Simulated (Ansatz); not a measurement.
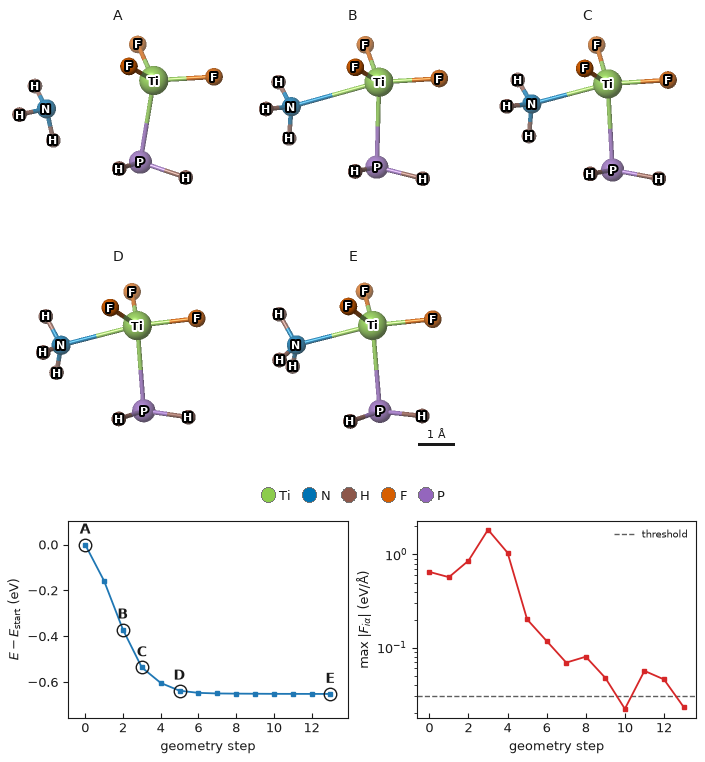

Frames of a relaxation of TiPNH5F3, marked on the history of the run. Style: ball-and-stick. Shown from a free direction.

The run prepares an end point of a later path (reaction) calculation, from a guessed geometry.

All numbers below come from Ansatz, RKS PBE0-D4/def2-SVP. Set-up: no spin polarisation; force threshold 0.03 eV/Å; at most 50 steps.

**Describe the path.**

Over 13 geometry steps the energy falls by 0.651 eV. Largest force component: 0.65 eV/Å at the start, 0.023 eV/Å at the end. The forces were under the threshold at step 10, but the run went on from there. The atom that moves furthest after the best rigid fit is an H atom (0.75 Å). By element the largest moves are H 0.75 Å, Ti 0.51 Å, F 0.49 Å, N 0.46 Å, P 0.27 Å. Among the contacts that change: H–Ti 3.949 → 2.853 Å, N–Ti 3.242 → 2.288 Å, H–Ti 3.672 → 2.760 Å, H–Ti 3.535 → 2.855 Å. New bonds form, among them: N–Ti (3.24 → 2.29 Å). Bond angles that change, for instance: F–Ti–P 103.7° → 92.5°, F–Ti–P 111.7° → 117.7°, F–Ti–P 110.1° → 115.8°. From step 0 to 2: an H atom moves most (0.39 Å), energy −0.371 eV. From step 2 to 3: the Ti atom moves most (0.19 Å), energy −0.165 eV. From step 3 to 5: an F atom moves most (0.29 Å), energy −0.102 eV. From step 5 to 13: H atoms move most (0.24 Å), energy −0.014 eV.

Limits of the set-up: the start holds two separate molecules, 2.6 Å apart at their closest, whose relative position is a soft coordinate.
